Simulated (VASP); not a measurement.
Band structure of SnS. All values below come from PBEsol GGA, VASP's PBE PAW potentials (set 64) (plane waves; VASP 6.6.1).

The cell holds a wide vacuum, so values per volume refer to the whole cell. Unless said otherwise, spin-orbit coupling is left out, though it shifts the bands of the heavy elements here.

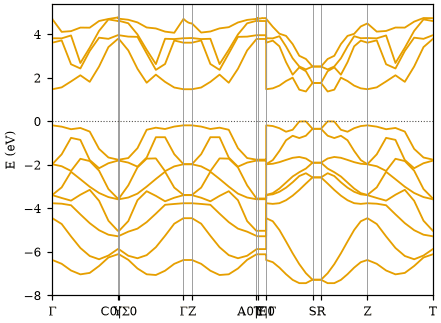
Figure: Bands along high-symmetry lines, zero at the valence-band maximum or, without a gap, the Fermi level

### Question
Read the plot: is there a gap, and where are the band edges?

### Answer
The gap is direct, 1.37 eV, from the valence maximum at Γ-S at 0.86 to the conduction minimum at Γ-S at 0.86. (Edges off the drawn lines would not show.)

The cell is a sheet with vacuum, built from a database entry that may be metastable or hypothetical.
